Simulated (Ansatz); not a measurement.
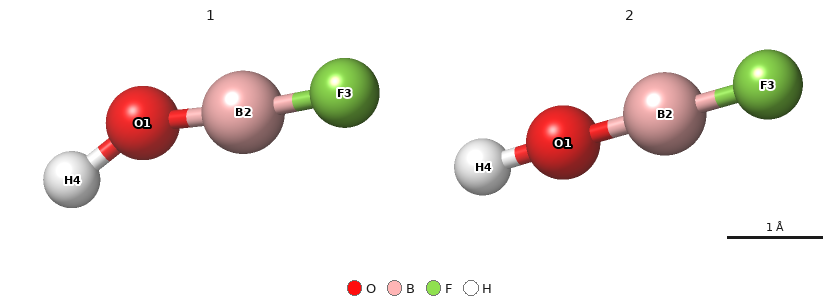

Two geometries of BHOF (charge +1), drawn at one scale. One is the start of a relaxation, the other its converged end. A ball-and-stick model, seen at a tilt.

These are results of Ansatz, RKS PBE0-D4/def2-TZVP, not measurements. Set-up: force threshold 0.005 eV/Å; at most 200 steps.

Which one is relaxed?

Answer. Structure 1 is the relaxed one. It is one of the separated reactants of a reaction. The atom that moves furthest after the best rigid fit is O1 (0.24 Å). By element the largest moves are O 0.24 Å, H 0.21 Å, F 0.10 Å, B 0.04 Å. Among the contacts that change: B2–F3 1.252 → 1.237 Å, O1–H4 0.978 → 0.970 Å. Bond angles that change, for instance: B2–O1–H4 178.8° → 142.8°, O1–B2–F3 179.8° → 175.2°. The energy falls by 4.53 kJ/mol in 9 geometry steps. The largest force component goes from 0.65 to 0.001 eV/Å.
